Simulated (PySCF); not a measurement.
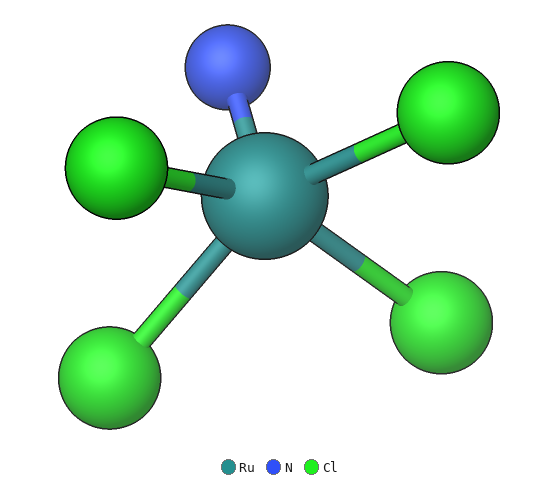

The species has charge −1 and is a spin singlet. The computed structure is the end point of a PBE0-D3(BJ)/def2-SVP optimisation. No frequency run is at hand to confirm it as a minimum. Other spin states may lie lower.

Question. Describe the coordination sphere.

Answer. Ru binds 5 atoms: 1 N at 1.56 Å, 4 Cl at 2.33 Å. The arrangement is square pyramidal.

Question. Give the formal oxidation state and the d-electron count.

Answer. Ru(VI), d², counting the ligands as closed-shell ions or neutral donors.
